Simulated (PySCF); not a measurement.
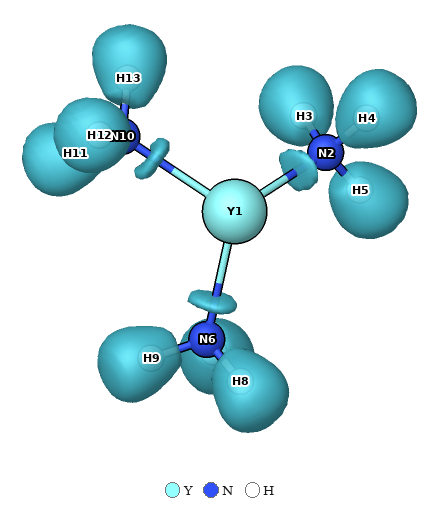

Figure 1: H$_{9}$N$_{3}$Y (charge +3). Isosurface of the ELF at 0.9 (cyan), seen at a tilt. Core shells and regions of very low density are left out.

Core potentials replace the inner electrons of Y.

Computed with RKS PBE0, Y def2-SVP with ECP28, N def2-SVP, H def2-SVP; non-relativistic Hamiltonian with scalar-relativistic core potentials where named; density fitting (PySCF).

Input file:

```
mol = gto.M(atom='''
Y      0.00000     0.00000    -0.57596
N      2.26133    -0.00042     0.10088
H      2.48464    -0.55366     0.94902
H      2.92654    -0.37872    -0.60087
H      2.66502     0.92940     0.31889
N     -1.13030     1.95858     0.10088
H     -0.76284     2.42860     0.94902
H     -1.13529     2.72382    -0.60087
H     -2.13740     1.84327     0.31889
N     -1.13103    -1.95816     0.10088
H     -1.72181    -1.87493     0.94902
H     -1.79125    -2.34510    -0.60087
H     -0.52762    -2.77268     0.31889''',
    basis={'Y': 'def2-SVP', 'N': 'def2-SVP', 'H': 'def2-SVP'},
    ecp={'Y': 'def2-SVP'},
    charge=3, spin=0)
mf = dft.RKS(mol, xc='PBE0')
mf.grids.atom_grid = (75, 302)  # f atoms: at least (60, 302), unpruned
mf = mf.density_fit()  # Y def2-universal-JKFIT, N def2-universal-JKFIT, H def2-universal-JKFIT
mf.conv_tol = 1e-09; mf.max_cycle = 55
mf.kernel(dm0)
```

Command:

```sh
OMP_NUM_THREADS=2 python run.py
```

**Identify the bonds, lone pairs and shells in this picture.**

The ELF exceeds this value in nine regions around hydrogen nuclei and three lobes of the valence shell of N pointing towards Y. Along the contacts the grid gives the following. Y–N (2.36 Å): the ELF peaks at about 0.95 in the valence shell of N, 0.7 Å from its nucleus, and is about 0.25 at the midpoint. N–H (1.04 Å): the ELF climbs to about 1 towards the hydrogen, as it does in any bond to H; an ordinary covalent bond to hydrogen.
